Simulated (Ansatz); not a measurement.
**Pressure series in Al2O3**

The reference is Al2O3 in the corundum structure (space group R-3c, No. 167; a = 4.7737 Å, c = 13.0150 Å (hexagonal axes)).

Cell and atoms are relaxed at each pressure.

Level of theory: DFT with PBEsol, PAW potentials and a 420 eV plane-wave cutoff in Ansatz (a program for electronic structure), spin-orbit coupling left out.

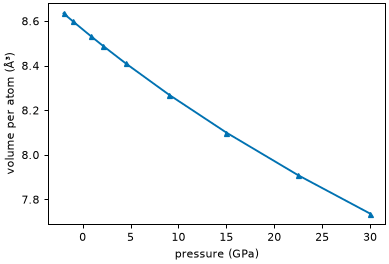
*Volume against pressure*

Q: Estimate the zero-pressure bulk modulus from the plot.

A: About 240 GPa; a third-order Birch–Murnaghan fit to the points gives V₀ = 8.56 Å³/atom, B₀ = 242 GPa and B₀′ = 4.0.

Between the base and pressure 22.5 GPa the gap moves from 6.03 eV to 7.00 eV, a mean slope of 43 meV/GPa.

Load acts through the strain it causes; cell and atoms are relaxed under it. Stability against distortions was not tested. Competing high-pressure phases were not computed.
